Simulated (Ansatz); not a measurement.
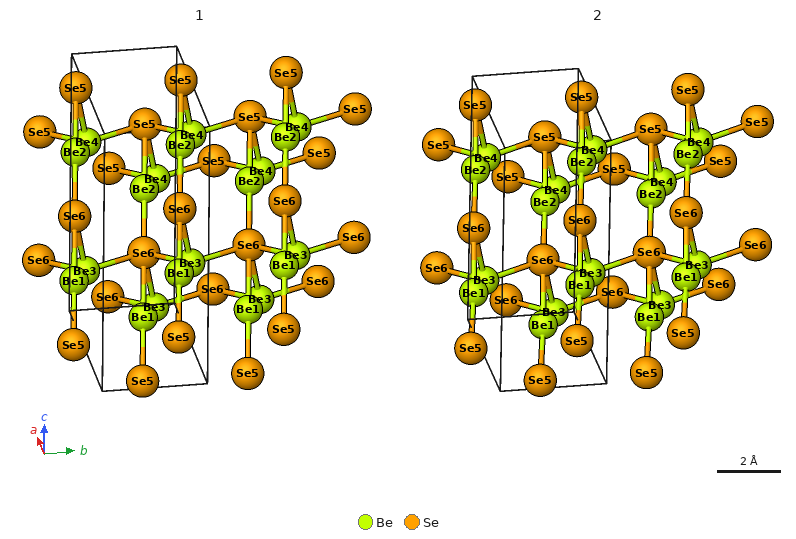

Two geometries of a crystal of Be2Se (a generated structure, set up in Cm) (coarse preliminary run), drawn at one scale. One is the start of a relaxation, the other its converged end. A ball-and-stick model of the conventional cell (2 times the calculation's cell), repeated 1 × 2 × 1 with one cell outlined, seen from a free direction. Lengths and directions refer to the drawn axes.

Computed with DFT PBE, scalar-relativistic, plane waves, PAW (Ansatz 0.2.0). Set-up: plane-wave cutoff 420 eV; k-point mesh 6 × 6 × 2; occupations gaussian; smearing width 0.1 eV; no spin polarisation; cell and atoms relaxed; force threshold 0.04 eV/Å; at most 70 steps.

> Which geometry has the lower energy?

Structure 1 is the relaxed one. Se5 moves most relative to the cell: 0.17 Å roughly along −a. By element the largest moves are Se 0.17 Å, Be 0.16 Å. The drawn cell changes as follows: a 5.820 → 5.911 Å (+1.6 %), b 3.449 → 3.413 Å (−1.0 %), c 8.870 → 9.141 Å (+3.1 %), β 95.3° → 90.0°; the volume changes by +4.0 %. Among the contacts that change: Be2–Se6 2.213 → 2.276 Å, Be1–Se5 2.222 → 2.276 Å, Be1–Se6 2.244 → 2.294 Å, Be3–Se6 2.191 → 2.200 Å. Among the angles between lasting bonds that change: Be1–Se5–Be2 165.9° → 180.0°, Se5–Be1–Se6 166.3° → 180.0°, Be1–Se5–Be4 103.3° → 116.4°. The space group (tolerance 0.01 Å) goes from Cm (No. 8) to P3m1 (No. 156). The energy falls by 23.8 meV per atom in 4 accepted moves (5 points after the start). Largest force component: 0.074 eV/Å at the start, 0.011 eV/Å at the end. Pressure: 2.49 GPa at the start and −0.05 GPa at the end. At 1 point the geometry stayed and the basis and grid were re-selected for the new cell (energy shift of 0.1 meV per atom at most each time).
